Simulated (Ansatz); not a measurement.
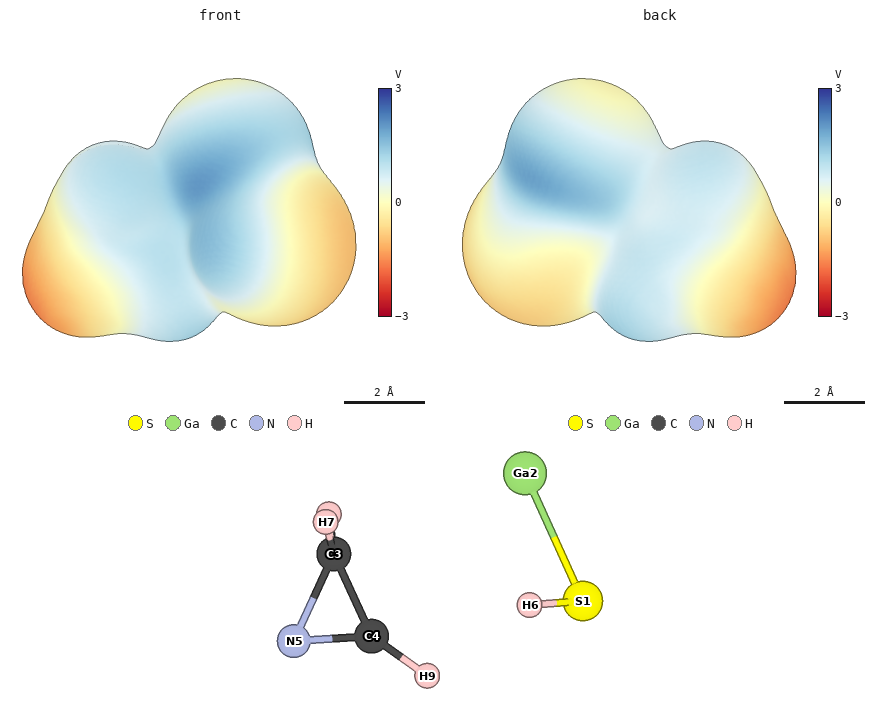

Figure 1: C₂H₄GaNS. The electrostatic potential painted on the density surface at 0.002 e/bohr³, seen from the front and from behind; red is negative and blue positive. The bare structure is drawn below in the same view.

At this geometry the atoms fall into two loosely joined parts.

The calculation used Ansatz 0.2.0, RKS r2SCAN/def2-SVP.

```xyz
9

S     0.1944    2.7834   -0.4047
Ga    1.9343    1.3145   -0.8615
C     0.1817   -1.3829    0.1226
C    -0.7397   -0.4903    0.8089
N    -1.1424   -1.6754    0.8603
H    -0.5675    2.1235   -1.3114
H     0.1547   -1.4998   -0.9698
H     1.0975   -1.7383    0.6128
H    -1.0244    0.5191    1.1256
```

Q: Which sites attract a positive test charge, and which a negative one?

A: A positive charge is drawn to the negative regions and a negative charge to the positive ones. The most negative region (about −1.6 V, or −37 kcal/mol for a unit charge) lies over N5, the most positive (about +2.0 V, or +46 kcal/mol for a unit charge) over Ga2. N5 is the likeliest acceptor of a hydrogen bond.
